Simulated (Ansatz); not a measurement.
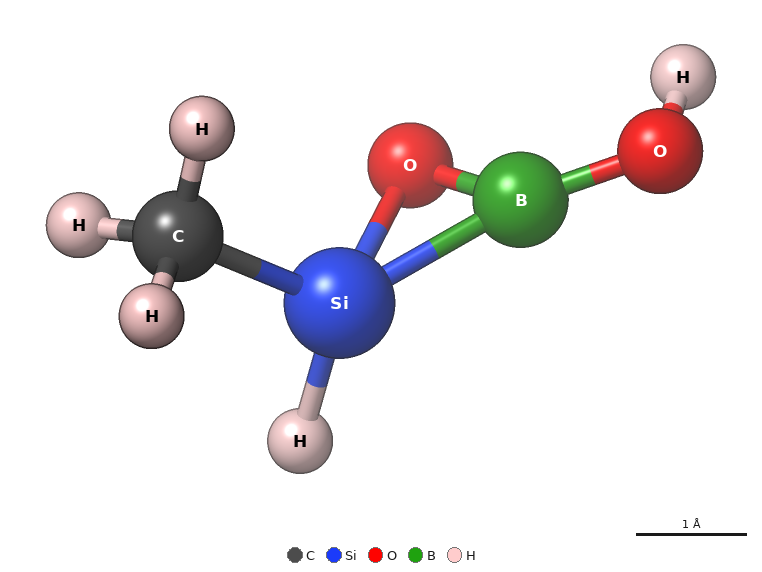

Distant atoms are faded towards the background colour. The computed structure is the end point of a PBE-D4/def2-SVP optimisation. No frequency run is at hand to confirm it as a minimum. Masses are those of the most abundant isotopes; constants are for the rigid equilibrium geometry.

What kind of rotor is it, and what are its rotational constants in GHz?

An asymmetric top (C1): A = 10.5, B = 2.20, C = 2.12 GHz. Ray's parameter κ is −0.98, close to the prolate limit.
